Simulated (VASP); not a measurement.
Here is the system:

```
AlRu
1.0
    2.97286     0.00000     0.00000
    0.00000     2.97286     0.00000
    0.00000     0.00000     2.97286
Al Ru
1 1
Direct
  0.50000   0.50000   0.50000
  0.00000   0.00000   0.00000
```

Level of theory: PBE GGA with D3 dispersion (zero damping), VASP's PBE PAW potentials (set 64) (plane waves; VASP). Settings: 520 eV cut-off, 14×14×14 Γ-centred mesh, tetrahedra with Blöchl corrections, potentials Al Ru_pv.

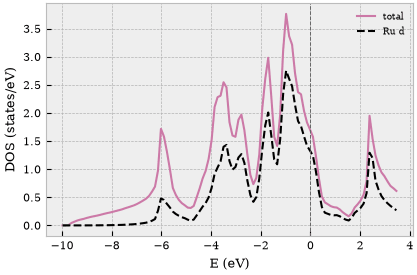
Figure. Total and projected density of states, zero at the Fermi level

Within 2 eV below the Fermi level the largest weight inside VASP's projection spheres is Ru d.

It has no gap at this level: it comes out as a metal or semimetal.

The compound is RuAl in the CsCl type structure. It was relaxed first. The electron count is odd and the run is not spin-polarised, which forces a metal.
